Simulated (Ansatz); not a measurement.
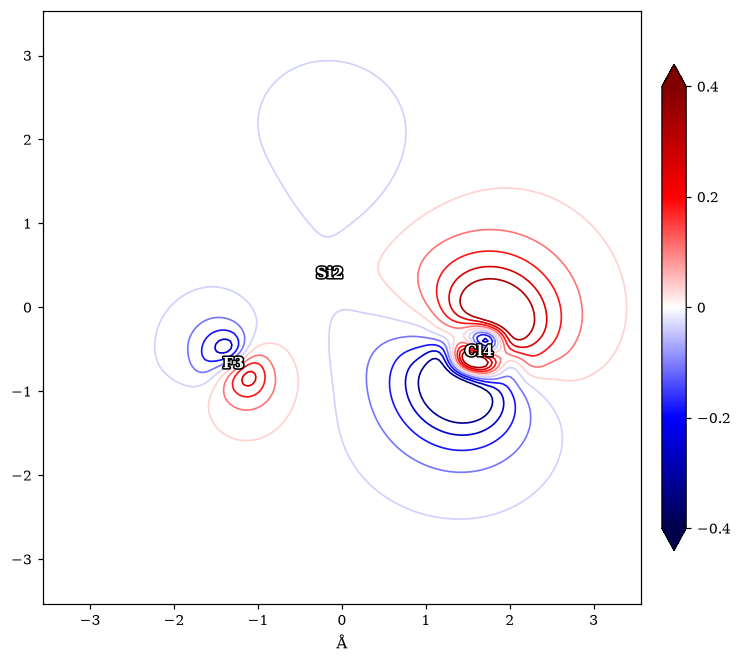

Figure 1: Cl$_{2}$F$_{2}$Si (SMILES F[Si](F)(Cl)Cl). The HOMO−1 on the plane of atoms F3, Si2 and Cl4 (values in Å⁻³ᐟ²; the overall sign is arbitrary).

Geometry: PBE0-D4/def2-TZVP.

Level of theory: RKS PBE0-D4/def2-TZVPP (Ansatz).

```yaml
atoms:
  - { symbol: F, position_ang: [0.0877, -0.2435, 1.5922] }
  - { symbol: Si, position_ang: [0.0542, -0.0669, 0.0320] }
  - { symbol: F, position_ang: [1.0533, -1.1086, -0.5870] }
  - { symbol: Cl, position_ang: [-1.7993, -0.4443, -0.6395] }
  - { symbol: Cl, position_ang: [0.6541, 1.7897, -0.4392] }
```

Q: What is the character of this orbital?

A: Its weight (Hirshfeld) is mainly on Cl4 (about 45 %) and Cl5 (about 45 %); largely a combination of lone pairs on Cl4 and Cl5. Its energy is −10.16 eV.
